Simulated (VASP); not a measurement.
# MoS2: accuracy against cost in the SCF threshold and SCF solver, part 3 of 3

Aim: find what the SCF threshold and SCF solver change for MoS2, and what they cost. The series runs use LDA. The start is a cell from a database of measured crystal structures.

VASP 6.6.1; LDA; plane waves and PAW (Mo_sv, S).

Still holding for the runs below: This run has no spin polarisation, although Mo can carry a moment. Spin-orbit coupling is off here; it would split degenerate levels.

So far. Step 13 (SCF solver: ALGO = Damped): Against the first of the series the energy stays within 0.01 meV an atom; the pressure moves by +0.02 GPa, after 30 cycles in 10 s. Step 14 (SCF solver: AMIX = 0.1, BMIX = 0.01): Against the first of the series the energy stays within 0.01 meV an atom; the pressure moves by +0.02 GPa, after 19 cycles in 9.6 s.

The database entry behind the starting cell differs from later determinations by our own check (about 0.3 % long), so it need not match the best structure at ambient conditions.

**15. SCF solver: AMIX = 0.8**

Input file INCAR:

```
SYSTEM = MoS2
PREC = Accurate
ENCUT = 400
EDIFF = 1E-06
NELM = 100
ISMEAR = -1
SIGMA = 0.05
LREAL = .FALSE.
ALGO = Normal
GGA = CA
NBANDS = 32
LASPH = .TRUE.
LORBIT = 11
LWAVE = .FALSE.
LCHARG = .FALSE.
KPAR = 4
ISIF = 2
AMIX = 0.8
```

Input file POSCAR:

```
MoS2
1.0
    3.1690000000      0.0000000000      0.0000000000
   -1.5845000000      2.7444345046      0.0000000000
    0.0000000000      0.0000000000     12.3240000000
Mo S
2 4
Direct
    0.3333333333      0.6666666667      0.2500000000
    0.6666666667      0.3333333333      0.7500000000
    0.3333333333      0.6666666667      0.6230000000
    0.6666666667      0.3333333333      0.1230000000
    0.3333333333      0.6666666667      0.8770000000
    0.6666666667      0.3333333333      0.3770000000
```

Input file KPOINTS:

```
Automatic mesh
0
Gamma
7 7 2
0 0 0
```

PAW data sets: Mo_sv and S (PBE family, release 64).

On the command line:

```sh
$ mpirun -np 4 vasp_std
```

Output:

```text
[... set-up lines as in an earlier step ...]
 entering main loop
       N       E                     dE             d eps       ncg     rms          rms(c)
[... 5 cycles as in an earlier step ...]
DAV:   6    -0.606487287565E+02   -0.84430E+01   -0.91403E+01  1096   0.515E+01    0.259E+01
DAV:   7    -0.602349467614E+02    0.41378E+00   -0.21548E+02  1176   0.849E+01    0.205E+01
DAV:   8    -0.509562888399E+02    0.92787E+01   -0.47576E+01  1088   0.311E+01    0.149E+01
DAV:   9    -0.494710952831E+02    0.14852E+01   -0.62994E+00  1208   0.129E+01    0.600E+00
[...]
DAV:  19    -0.490464206315E+02    0.65625E-05   -0.63270E-05  1312   0.433E-02    0.380E-02
DAV:  20    -0.490464193844E+02    0.12470E-05   -0.81008E-06  1152   0.170E-02    0.209E-02
DAV:  21    -0.490464192780E+02    0.10642E-06   -0.28202E-07   776   0.325E-03
   1 F= -.49046419E+02 E0= -.49046417E+02  d E =-.509381E-05
```

Run time: 10 s. Hardware: 4 MPI ranks of AMD EPYC 9R45, shared host; peak memory 0.64 GiB; 40 s of CPU time.

OUTCAR, selected parts (step 15):

```text
  Total       -3.7059792     -3.7059792     -3.3600700      0.0000000      0.0000000      0.0000000
  in kB      -55.3970660    -55.3970660    -50.2264068      0.0000000      0.0000000      0.0000000
  external PRESSURE =     -53.6735130 kB  Pullay stress =       0.0000000 kB

 POSITION                                       TOTAL-FORCE (eV/Angst)
 -----------------------------------------------------------------------------------
     -0.00000      1.82962      3.08100        -0.000000     -0.000000      0.000000
      1.58450      0.91481      9.24300         0.000000      0.000000      0.000000
     -0.00000      1.82962      7.67785        -0.000000      0.000000      0.416902
      1.58450      0.91481      1.51585         0.000000      0.000000      0.416902
     -0.00000      1.82962     10.80815        -0.000000     -0.000000     -0.416902
      1.58450      0.91481      4.64615         0.000000      0.000000     -0.416902
 -----------------------------------------------------------------------------------
    total drift:                               -0.000000      0.000000     -0.000000

  FREE ENERGIE OF THE ION-ELECTRON SYSTEM (eV)
  ---------------------------------------------------
  free  energy   TOTEN  =       -49.0464192780 eV

  energy  without entropy=      -49.0464141842  energy(sigma->0) =      -49.04641673

[... 2 parts as in an earlier step ...]

[... 1 further part left out ...]
[key lines of the parts left out:]
E-fermi :   7.7036
```

Against the first of the series the energy stays within 0.01 meV an atom; the pressure moves by +0.02 GPa, after 21 cycles in 10 s.

**16. SCF solver: IMIX = 1, AMIX = 0.2**

Edit INCAR of step 15 so:

```diff
@@ -17,2 +17,3 @@
 ISIF = 2
-AMIX = 0.8
+IMIX = 1
+AMIX = 0.2
```

POSCAR is that of step 15.

KPOINTS is that of step 15.

On the command line:

```sh
$ mpirun -np 4 vasp_std
```

Output:

```text
[... set-up lines as in an earlier step ...]
 entering main loop
       N       E                     dE             d eps       ncg     rms          rms(c)
[... 5 cycles as in an earlier step ...]
DAV:   6    -0.497552928431E+02    0.24505E+01   -0.50155E+00  1160   0.124E+01    0.212E+01
DAV:   7    -0.493608246797E+02    0.39447E+00   -0.75159E-01  1360   0.461E+00    0.144E+01
DAV:   8    -0.492072457168E+02    0.15358E+00   -0.12823E-01  1264   0.182E+00    0.107E+01
DAV:   9    -0.491321223253E+02    0.75123E-01   -0.64559E-02  1296   0.117E+00    0.804E+00
[...]
DAV:  29    -0.490464225954E+02    0.22744E-05   -0.57176E-07   632   0.413E-03    0.483E-02
DAV:  30    -0.490464212193E+02    0.13761E-05   -0.34246E-07   632   0.326E-03    0.374E-02
DAV:  31    -0.490464203926E+02    0.82673E-06   -0.26115E-07   632   0.278E-03
   1 F= -.49046420E+02 E0= -.49046418E+02  d E =-.508698E-05
```

Run time: 14 s. Hardware: 4 MPI ranks; peak memory 0.61 GiB.

From OUTCAR (step 16):

```text
  Total       -3.7004045     -3.7004045     -3.3463449      0.0000000      0.0000000      0.0000000
  in kB      -55.3137347    -55.3137347    -50.0212437      0.0000000      0.0000000      0.0000000
  external PRESSURE =     -53.5495710 kB  Pullay stress =       0.0000000 kB

 POSITION                                       TOTAL-FORCE (eV/Angst)
 -----------------------------------------------------------------------------------
     -0.00000      1.82962      3.08100         0.000000     -0.000000      0.000000
      1.58450      0.91481      9.24300        -0.000000      0.000000      0.000000
     -0.00000      1.82962      7.67785         0.000000      0.000000      0.417493
      1.58450      0.91481      1.51585         0.000000     -0.000000      0.417493
     -0.00000      1.82962     10.80815        -0.000000      0.000000     -0.417493
      1.58450      0.91481      4.64615         0.000000      0.000000     -0.417493
 -----------------------------------------------------------------------------------
    total drift:                               -0.000000      0.000000     -0.000000

  FREE ENERGIE OF THE ION-ELECTRON SYSTEM (eV)
  ---------------------------------------------------
  free  energy   TOTEN  =       -49.0464203926 eV

  energy  without entropy=      -49.0464153056  energy(sigma->0) =      -49.04641785

[... 2 parts as in an earlier step ...]

[... 1 further part left out ...]
[key lines of the parts left out:]
E-fermi :   7.7033
```

Against the first of the series the energy stays within 0.01 meV an atom; the pressure moves by +0.03 GPa, after 31 cycles in 14 s.

**17. The SCF solver series as a table**

This step: convergence of LDA results with the solver; plane waves and PAW (VASP 6.6.1).

This step runs nothing: it gathers the runs above.

Differences are taken from the run with ALGO = Normal. Results of the series, by row:

```csv
setting,status,energy less the reference (meV/atom),pressure (GPa),largest force difference (meV/Å),gap (eV),SCF cycles,wall time (s)
ALGO = Normal,converged,0,-5.384,0,0.9343,15,7.6
ALGO = Fast,converged,5.50e-5,-5.367,0.254,0.9343,16,8.8
ALGO = VeryFast,converged,1.55e-4,-5.366,0.174,0.9345,23,11
ALGO = All,converged,1.23e-4,-5.366,1.847,0.9343,24,11.2
ALGO = Damped,converged,7.00e-5,-5.365,0.733,0.935,30,10.4
"AMIX = 0.1, BMIX = 0.01",converged,-0.001232,-5.362,0.246,0.9339,19,9.6
AMIX = 0.8,converged,2.33e-5,-5.367,0.248,0.9344,21,10.4
"IMIX = 1, AMIX = 0.2",converged,-1.63e-4,-5.355,0.343,0.9345,31,13.8
```

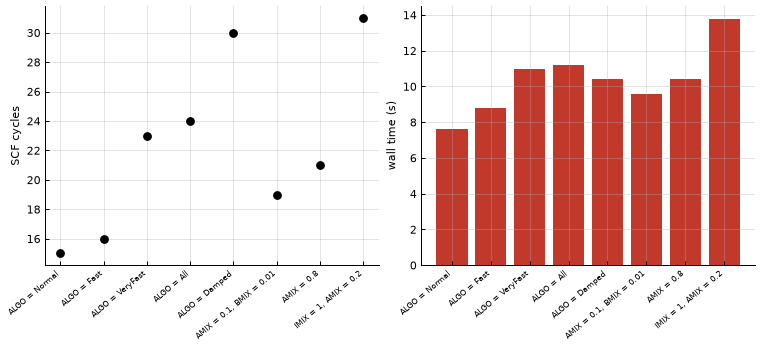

The SCF cycles and the wall time by setting.

**18. Summary of results**

```json
{
 "SCF threshold from which the energy stays within 10 meV/atom of the reference": "EDIFF = 0.01",
 "SCF threshold from which the energy stays within 1 meV/atom of the reference": "EDIFF = 0.01",
 "SCF threshold from which the pressure stays within 0.2 GPa of the reference": "EDIFF = 1E-04",
 "spread of the pressure over the SCF threshold": "0.734 GPa",
 "spread of the energy over the SCF threshold": "0.0526 meV/atom",
 "fewest SCF cycles": "ALGO = Normal (15)",
 "most SCF cycles among converged runs": "IMIX = 1, AMIX = 0.2 (31)",
 "spread of the pressure over the SCF solver": "0.0290 GPa",
 "spread of the energy over the SCF solver": "0.00139 meV/atom"
}
```

From EDIFF = 0.01 on, the energy stays within 1 meV an atom of the reference, at 61 % of its time. The pressure holds within 0.2 GPa from EDIFF = 1E-04 on. The loosest stop saves 7 of 17 cycles and costs -0.1 meV an atom, -0.72 GPa, 21.5 meV/Å in forces. All SCF solvers that converged agree within 0.05 meV an atom. No setting beats the 7.6 s of ALGO = Normal by a fifth or more; the slowest converged run is IMIX = 1, AMIX = 0.2, at 14 s. On a shared host such times are rough.

[Lines on the potential files, build, host, timing and source positions are cut from VASP's logs without a mark.]

[Logs are printed without paths, hosts, clocks, repeated set-up lines and the standing remarks that a program may print on its own settings, such as how far it seeks lower states.]

[Hosts, paths, dates, database ids (printed as entryN), source tags and the programs' standing remarks are cut or masked in the printed files.]

[A measured line is paired with the nearest computed mode of its activity, which favours agreement.]
